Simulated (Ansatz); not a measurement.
# Localised basis functions on twisted Ti2CO2 MXene bilayer, 21.79° (70 atoms), part 2 of 2

Aim: test how closely localised support functions follow the reference on twisted Ti2CO2 MXene bilayer, 21.79° (70 atoms), and at what cost. A setting counts as converged where the r.m.s. difference of forces stays under 1 % of the r.m.s. force.

Ansatz 0.2.0; Kohn-Sham DFT, PBE+D4, PAW (set soft_2), plane waves.

The cell: 14 C, 28 Ti and 28 O. Beside vacuum, support functions can miss their usual error bounds without a warning. The main run has no spin polarisation.

So far. Step 3 (Support functions low): Forces differ from the reference by 1.0 meV/Å r.m.s., 0.54 % of their size, within a tolerance of 1 %; the energy by -4.4 meV/atom. It took 2.8 min and 19 cycles; the reference's time can't be set against it, since the two runs asked for unlike analyses. Step 4 (Support functions medium): Forces differ from the reference by 0.91 meV/Å r.m.s., 0.48 % of their size, within a tolerance of 1 %; the energy by -4.4 meV/atom.

### 5. Support functions medium, radius 2.86 Å

Level of this step: Kohn-Sham DFT, PBE+D4, PAW (set soft_2), localised support functions (medium) (Ansatz).

The radius confines each support function; a larger one gives more freedom and more work per atom.

File input.yaml:

```yaml
crystal:
  lattice:
    - [8.0166, 0.0, 0.0]
    - [-4.0083, 6.94258, 0.0]
    - [0.0, 0.0, 25.74]
  atoms:
    [... the 70 atom lines of step 2 ...]
kpoints:
  mp_grid: { grid: [2, 2, 1] }
hamiltonian:
  xc: pbe
  dispersion: d4
scf:
  occupations: { method: gaussian, width: 0.05 }
  eigensolver: { kind: { support_functions: { accuracy: medium, radius: 2.86 } } }
  mixing: { beta: 0.2 }
  max_iter: 150
output:
  forces: true
  eigenvalues: true
```

The run is started by

```bash
$ ansatz run input.yaml --threads 8 --pin off --max-ram 15872MiB --backend cpu --events-out ev --progress --plain --runs-dir out
```

Numbers of over 12 decimals in the logs are rounded to 6 here.

What it wrote:

```text
Warning: scf.eigensolver.kind.support_functions: disabling space-group detection — the functions' gradient is summed over unrotated k-points, so no spatial operation reduces the k-mesh or symmetrises the density; time reversal is kept, so that k and −k are solved as one point where they differ and the mesh holds both, and exact exchange and, on two spinor components, a DFT+U term hold to it where the run has them: [...]
Warning: basis.ecutwfc = 464 eV, auto-derived: no grid that the accuracy of the support functions lays serves the files at the lower one that their records recommend; a deck with other species or settings can derive another value
settings of this run that can trade accuracy for cost: scf.eigensolver.kind.support_functions [...]
Engine: ansatz 0.2.0, aarch64-unknown-linux-gnu
Pseudopotentials: kind: paw
Pseudopotential: C, paw, valence charge 4, recommended cutoff 420 eV (normal), C.paw.azcp
Pseudopotential: Ti, paw, valence charge 12, recommended cutoff 420 eV (normal), Ti.paw.azcp
Pseudopotential: O, paw, valence charge 6, recommended cutoff 420 eV (normal), O.paw.azcp
[... 5 lines on functional and potentials left out ...]
Error: SCF: the radius of support functions is under 3.40 Å, the least for these sites at the functions' level (scf.eigensolver.kind.support_functions.accuracy). Use scf.eigensolver.kind: auto, or type scf.eigensolver.kind.support_functions.radius at least as long, [...]
```

Run time: 3 s. Hardware: 8 threads of Arm Neoverse V2, shared host; peak memory 0.36 GiB.

The program refuses radii under 3.40 Å for these atoms at this level.

### 6. Changed: scf.lower_state_search = "light"

Changed here: scf.lower_state_search = "light".

This step: Kohn-Sham DFT, PBE+D4, PAW (set soft_2), plane waves (Ansatz 0.2.0).

input.yaml, the sections that differ from step 5:

```yaml
scf:
  occupations: { method: gaussian, width: 0.05 }
  lower_state_search: light
output:
  forces: true
  populations: intrinsic
  dos:
    method: { smearing: { sigma: 0.1 } }
    de: 0.1
    projected:
      site_lists:
        C: [C]
        O: [O]
        Ti: [Ti]
        layer_1: [0, 1, 2, 3, 4, 5, 6, 7, 8, 9, 10, 11, 12, 13, 14, 15, 16, 17, 18, 19, 20, 21, 22, 23, 24, 25, 26, 27, 28, 29, 30, 31, 32, 33, 34]
        layer_2: [35, 36, 37, 38, 39, 40, 41, 42, 43, 44, 45, 46, 47, 48, 49, 50, 51, 52, 53, 54, 55, 56, 57, 58, 59, 60, 61, 62, 63, 64, 65, 66, 67, 68, 69]
  eigenvalues: true
# crystal, kpoints, hamiltonian: as in step 5
```

What it wrote:

```text
[...]
Crystal: 70 atoms, lattice volume = 1432.583 Å³
Basis set: ecut = 420 eV, 28053 PW (Γ), exchange–correlation on 108×108×360 points (8 copies of the dense FFT grid, shifted against one another)
Bands: 350, of which v1, the nominal top of the filled ones, is band 280 counted from 1 (279 counted from 0)
Symmetry: 1 space group operations
[...]
k-points: 4
[...]
SCF iter   1: F=—  HF=-89478.580785 eV  |F-HF|=—  |Δ(HF+E_count)|=         —  Δρ=5.48e-3  dr2=6.68e-1  ethr=1.77e-3  ⟨swp⟩=6.2  Hψ=5850  notcnv=0
[...]
SCF iter  12: F=—  HF=-89478.460083 eV  |F-HF|=—  |Δ(HF+E_count)|=   1.87e-8  Δρ=3.05e-6  dr2=2.01e-7  ethr=1.60e-10  ⟨swp⟩=2.0  Hψ=1712  notcnv=0  defer=214
SCF iter  13: F=-89478.460083 eV  HF=-89478.460083 eV  |F-HF|=4.00e-8  |Δ(HF+E_count)|=   9.71e-8  Δρ=1.76e-6  dr2=8.90e-8  ethr=1.79e-11  ⟨swp⟩=12.0  Hψ=6770  notcnv=0
SCF 1 converged in 13 iterations: F = -89478.460083 eV  dr2 = 8.90e-8
[...]
SCF converged after 13 iterations
Free energy (F): -89478.460083 eV
[...]
Internal energy: -89478.460043 eV  (E = F + TS)
E sigma→0 (E₀):  -89478.460063 eV
Entropy (-TS):   -0.000040 eV (-0.001 meV/atom)
Fermi energy:    3.567899 eV
[...]
Σ components = -89478.460083   (vs F -89478.460083, Δ=0.00e0)
--- Forces (eV/Å), atoms counted from 1 ---
  atom   1  C      0.03063754     0.02897646     0.16297191
  atom   2  Ti    -0.22420657     0.18190685    -0.31566031
  atom   3  Ti    -0.26914345    -0.06161672     0.11326039
  atom   4  O      0.22036725    -0.33632856    -0.17006442
[...]
atom  70  O     -0.02553224     0.02746324     0.12154016
  max |Σ_I F_I| component: 4.47e-5 eV/Å
--- Band table (eV) ---
[...]
--- intrinsic populations: 70 sites ---
  site symbol       q [e]
     0      C      4.9488
     1     Ti     10.8867
     2     Ti     10.8783
[...]
69      O      6.6392
  spilling = 0.000000 (of n_electrons = 560.000000)
```

It took 53 s on 8 threads; peak memory 8.8 GiB; 6.8 min of CPU time.

Forces differ from the reference by 0 meV/Å r.m.s., 2.0e-4 % of their size. The change had no effect here: energy, forces and cycles are those of the reference.

Runs without a result: support functions medium, radius 2.86 Å (error).

### 7. The ladder side by side

Differences are against the plane-wave reference (Kohn-Sham DFT, PBE+D4, PAW (set soft_2), plane waves), whose r.m.s. force component is 0.187 eV/Å. Energies are set beside the reference only for runs with its functional, potentials and electron count. Times are for 8 threads of Arm Neoverse V2, shared host. The reference's time includes the DOS and grids, which some other runs skip.

```tsv
run	Δ force, r.m.s. (meV/Å)	share of r.m.s. force (%)	Δ energy (meV/atom)	Δ gap (eV)	cycles	time	host memory (GiB)
reference	-	-	-	-	13	57 s	8.8
support functions low	1.01	0.538	-4.38	-0.0018	19	2.8 min	4.5
support functions medium	0.907	0.484	-4.38	-9.0e-4	22	3.1 min	4.6
scf.lower_state_search = "light"	0	2.0e-4	0	0	13	53 s	8.8
```

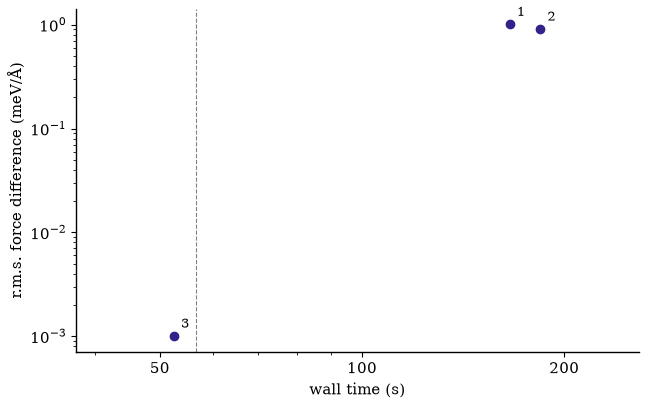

Force difference from the reference against wall time; the dashed line marks the reference's time. Points: 1 support functions low; 2 support functions medium; 3 scf.lower_state_search = "light".

### 8. What the reference run shows

With the settings judged, the reference run is read for its physics.

Length of the force by element:

```tsv
element	coordination	atoms	mean length of the force (eV/Å)	spread	least	most
C	all	14	0.301	0.115	0.106	0.548
O	all	28	0.271	0.105	0.0873	0.556
Ti	all	28	0.335	0.120	0.0578	0.610
```

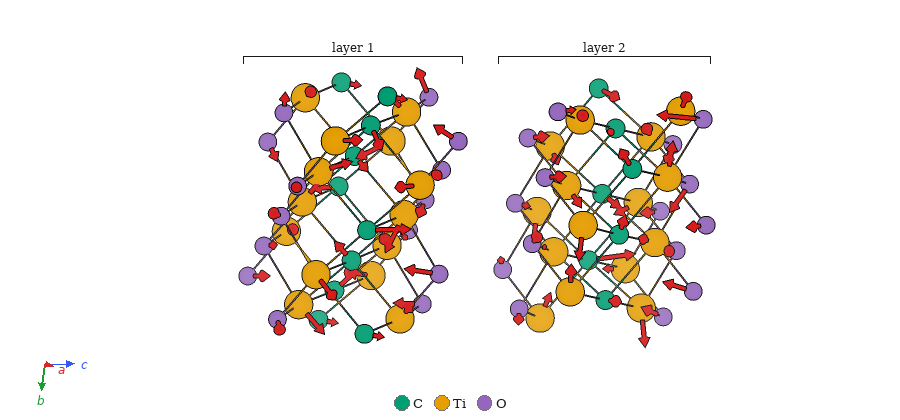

Forces as arrows; the longest in the cell is 0.610 eV/Å. Some periodic images of atoms are drawn too.

Intrinsic-atomic-orbital charges by element:

```tsv
element	coordination	atoms	mean charge (e)	spread	least	most
C	all	14	-0.948	0.0024	-0.950	-0.942
O	all	28	-0.641	0.0051	-0.652	-0.629
Ti	all	28	1.11	0.0045	1.10	1.12
```

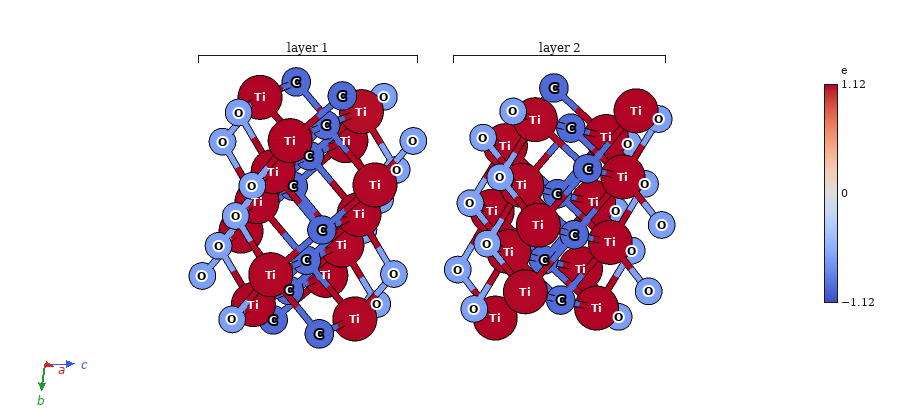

Atoms coloured by intrinsic-atomic-orbital charge. Some periodic images of atoms are drawn too.

By region:

```tsv
region	atoms	mean length of the force (eV/Å)	net charge (e)
layer 1	35	0.325	0
layer 2	35	0.281	0
```

States in the cell by windows of 1 eV, zero at the Fermi level; the larger projections on atomic orbitals stand beside the total:

```tsv
from (eV)	to (eV)	total	layer 1	layer 2	Ti d	O p	C p
-10	-9	7.9	4.1	3.8	1.8	0.1	0.0
-9	-7	0.0	0.0	0.0	0.0	0.0	0.0
-7	-6	7.6	3.8	3.7	1.9	3.8	1.1
-6	-5	65.3	32.5	32.5	16.1	39.9	5.2
-5	-4	92.9	46.1	46.1	19.2	62.5	7.0
-4	-3	22.8	11.2	11.5	6.8	9.2	5.9
-3	-2	35.8	17.5	17.8	10.1	9.6	14.6
-2	-1	25.4	12.8	12.3	6.9	6.5	11.1
-1	0	2.5	1.2	1.3	0.5	0.8	1.1
0	1	28.9	14.3	14.3	23.2	4.1	1.0
1	2	66.9	33.3	33.2	59.3	4.1	2.3
```

Between -26 and -10 eV lie 76 more states.

About 224 of the 560 electrons lie in deeper levels, below the stored range.

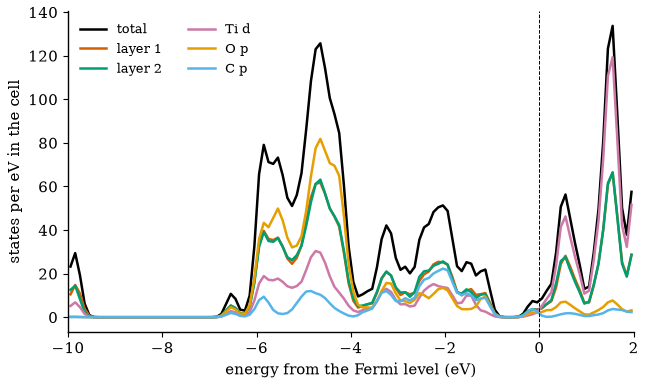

Total and projected density of states, with the broadening of the input.

The levels nearest the highest filled one (over half full), pooled over k-points and spins:

```tsv
level less the highest filled one (eV)	occupation
-1.01	2
-0.997	2
-0.0529	2
-0.035	2
-0.0123	2
0	2
0.250	0
0.255	0
0.280	0
0.287	0
0.298	0
0.300	0
```

Planar average of the electrostatic potential energy along the normal, with the Fermi level as zero, after a running mean with a triangular window 4 Å wide at its base:

```tsv
height (Å)	potential energy (eV)
0.0	5.64
1.0	5.63
2.0	5.63
3.0	5.62
4.1	5.59
5.1	4.61
6.1	0.23
7.2	-6.21
8.2	-9.19
9.2	-9.09
10.3	-9.17
11.3	-6.16
12.3	-0.38
13.3	0.18
14.3	-5.34
15.3	-9.08
16.4	-9.16
17.4	-9.26
18.4	-6.90
19.4	-0.63
20.4	4.26
21.4	5.60
22.6	5.65
23.6	5.65
24.6	5.64
25.6	5.64
```

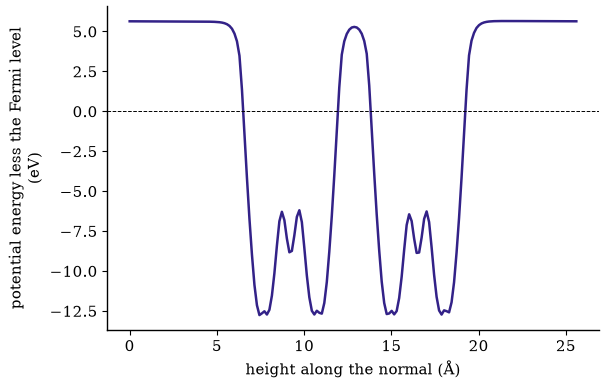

Planar average of the electrostatic potential energy; the dashed line is the Fermi level.

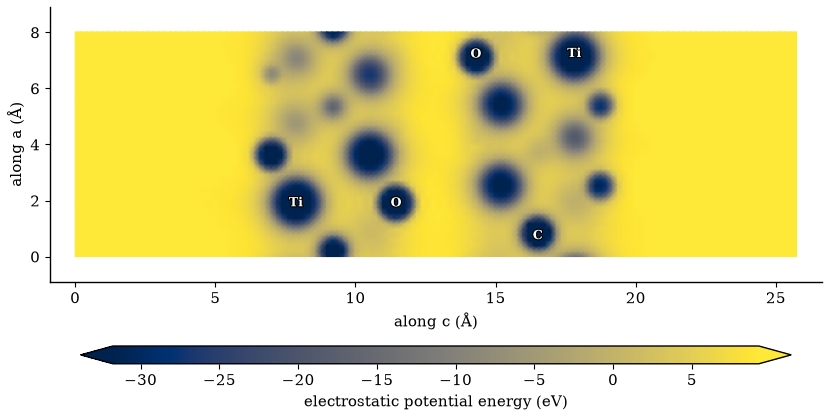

Electrostatic potential energy in the ca plane at fractional y = 0.051, with atoms of Ti and O and C within 0.2 Å of it. With pseudopotentials it is smooth inside the atoms' cores, unlike the true potential.

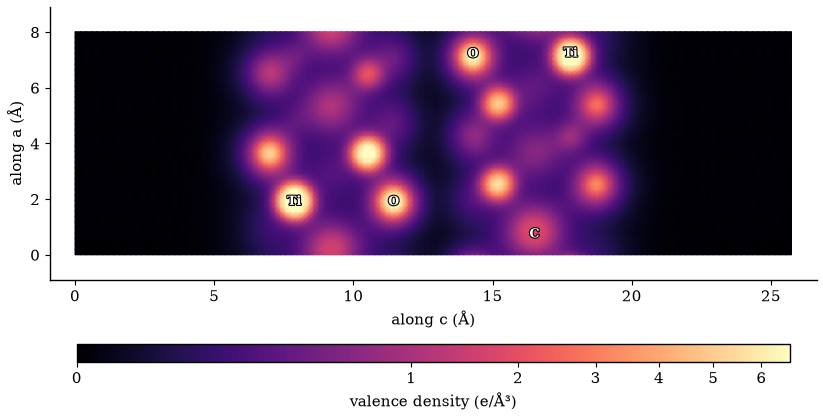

Valence density in the ca plane at fractional y = 0.051, with atoms of Ti and O and C within 0.2 Å of it. It is the smooth field of the valence electrons, not physical close to the nuclei. The colour scale is stretched toward low values.

Mean intrinsic-atomic-orbital charges: C -0.95, O -0.64, Ti +1.11 e. Just under the Fermi level the largest share is C p (47 % of the projected weight), just over it Ti d (75 % of the projected weight). The potential stands 5.65 eV above the Fermi level over the upper face and 5.63 eV under the lower one, a reading of the work function, with no dipole correction. The Fermi level falls in a spacing of 0.25 eV between levels, so it is uncertain by that much.

### 9. Structure statistics

These statistics describe the geometry on which the runs were made.

Normalised to the volume that the atoms fill. g(r), total and by pair (bins of 0.2 Å):

```tsv
r (Å)	total	O-O	O-Ti	O-C	Ti-Ti	Ti-C	C-C
1.90	2.60	0.00	8.10	0.00	0.00	0.00	0.00
2.10	1.93	0.00	0.28	0.00	0.00	11.50	0.00
2.30	0.35	0.00	0.00	0.00	0.00	2.20	0.00
2.50	0.00	0.00	0.00	0.00	0.00	0.00	0.00
2.70	0.08	0.00	0.00	0.51	0.00	0.00	0.00
2.90	1.41	0.89	0.00	7.70	0.09	0.00	0.70
3.10	3.26	6.68	0.00	0.00	10.32	0.00	13.55
3.30	0.06	0.35	0.00	0.00	0.00	0.00	0.00
3.50	0.45	0.13	1.33	0.00	0.00	0.00	0.00
3.70	1.46	0.28	2.07	0.00	0.00	4.69	0.00
3.90	0.11	0.21	0.26	0.00	0.00	0.00	0.00
4.10	0.71	0.28	0.16	3.81	0.00	0.00	0.00
4.30	0.35	0.04	0.21	0.00	1.71	0.00	0.00
4.50	0.11	0.31	0.19	0.00	0.00	0.00	0.00
4.70	2.49	1.68	6.14	0.00	0.10	1.50	0.00
4.90	0.77	0.10	0.18	0.00	0.19	4.14	0.00
5.10	0.93	0.12	0.19	5.17	0.12	0.00	0.00
5.30	1.46	2.57	0.11	0.25	4.88	0.00	4.75
5.50	0.19	0.26	0.19	0.39	0.18	0.00	0.00
5.70	0.27	1.09	0.13	0.26	0.09	0.00	0.00
5.90	0.16	0.11	0.16	0.36	0.20	0.00	0.00
6.10	0.90	1.92	0.14	0.29	1.90	0.31	3.56
6.30	1.21	0.39	3.33	0.18	0.08	0.25	0.00
6.50	0.98	1.54	0.32	0.35	0.18	3.41	0.00
6.70	0.65	0.04	0.22	3.13	0.21	0.28	0.00
6.90	0.49	0.16	0.50	0.25	1.43	0.24	0.00
7.10	0.95	0.15	1.97	0.22	0.12	1.47	0.00
7.30	0.47	0.22	0.29	1.54	0.23	0.32	0.23
```

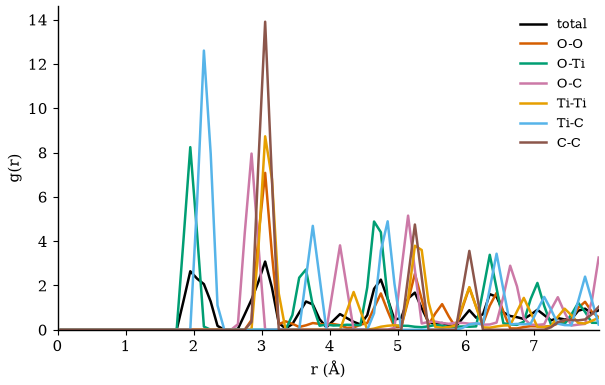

Pair distribution functions, lightly smoothed.

Bonds by pair of elements; cutoffs follow the first minimum of g(r), held within bounds set by covalent radii, and pairs that aren't listed don't count as bonded (cutoffs were set anew for this text, so counts can differ from the run's own analysis):

```tsv
pair A-B	cutoff (Å)	bonds	mean length (Å)	spread (Å)	shortest (Å)	B about A	A about B
O-Ti	2.38	84	1.97	0.014	1.94	3	3
Ti-C	2.62	84	2.19	0.013	2.16	3	6
```

How many atoms have how many bonded neighbours:

```tsv
element	mean	3	6
C	6	0	14
O	3	28	0
Ti	6	0	28
```

By these cutoffs all C atoms have 6, all O atoms have 3 and all Ti atoms have 6 bonded neighbours.

Local excerpt of 8 atoms (numbers count through the whole input) about Ti58, picked at random; x, y, z are measured from there.

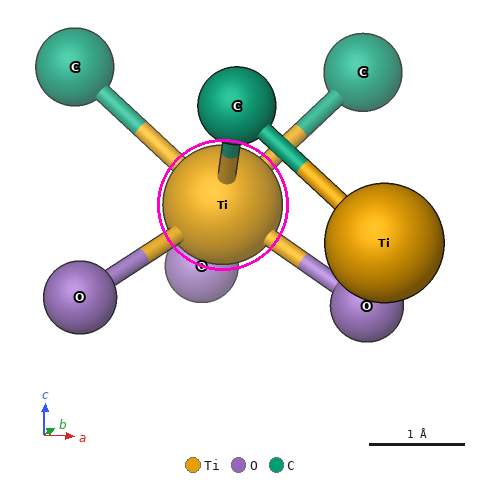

The atoms of the table, within 3.0 Å (arrows a, b, c point along x, y, z); some may hide others; the central atom is ringed.

```tsv
atom	x	y	z	distance (Å)	bonds	intrinsic-atomic-orbital charge (e)	Fx	Fy	Fz (eV/Å)
Ti58	0.00	0.00	0.00	0.00	6	1.11	-0.476	-0.032	0.112
O55	1.68	-0.32	-0.92	1.94	3	-0.63	0.031	-0.020	0.149
O60	-0.62	1.66	-0.91	1.99	3	-0.64	0.216	-0.025	0.182
O40	-1.18	-1.33	-0.89	1.99	3	-0.64	0.139	0.140	-0.031
C51	0.53	-1.65	1.30	2.16	6	-0.95	0.236	0.008	0.122
C66	1.14	1.34	1.31	2.20	6	-0.95	-0.259	-0.197	-0.086
C56	-1.74	0.34	1.30	2.20	6	-0.95	-0.094	0.037	-0.030
Ti53	2.26	-1.98	0.00	3.00	6	1.11	0.150	-0.254	-0.014
```

The column of bonds counts only the pairs O-Ti within 2.38 Å, Ti-C within 2.62 Å; other neighbours, such as metal atoms beside each other in a compound, aren't counted, and periodic images can show an atom twice.

### 10. Outcome

```
free energy per atom                             : -1278.2637 eV/atom
r.m.s. force component                           : 0.1873 eV/Å
gap (highest filled to lowest empty level) : 0.2499 eV
potential in mid-vacuum, over the Fermi level    : 5.638 eV
wall time of the 4 DFT runs                      : 7.7 min
```

**Reading.** Against plane waves at 420 eV, the forces differ by 0.91 meV/Å (0.48 %) with support functions medium. Scf.lower_state_search = "light" had no effect here: forces stay within 0.002 meV/Å and the energy within 0.002 meV/atom. At 70 atoms the fastest of the runs at a preset level, support functions low, takes roughly 2.9 times the time of plane waves (whose run also made extra analyses, so the like-for-like ratio is larger), in 19 SCF cycles against 13. Differences between support functions and plane waves include what basis error the plane-wave run still has.

Between filled and empty levels lie 0.250 eV on the run's k-points; the mesh holds the band edges only if they fold onto it, so the gap at this level can be narrower or closed, while semilocal functionals tend to narrow gaps against experiment. The potential stands 5.65 eV above the Fermi level over the upper face and 5.63 eV under the lower one, a reading of the work function, with no dipole correction. The Fermi level falls in a spacing of 0.25 eV between levels, so it is uncertain by that much. By these cutoffs all C atoms have 6, all O atoms have 3 and all Ti atoms have 6 bonded neighbours.

Caveats: The geometry was built by rule, was displaced at random and isn't relaxed at this level: its force components are 0.19 eV/Å r.m.s.

[Logs are printed without paths, hosts, clocks, repeated set-up lines and the standing remarks that a program may print on its own settings, such as how far it seeks lower states.]

[Hosts, paths, dates, database ids (printed as entryN), source tags and the programs' standing remarks are cut or masked in the printed files.]
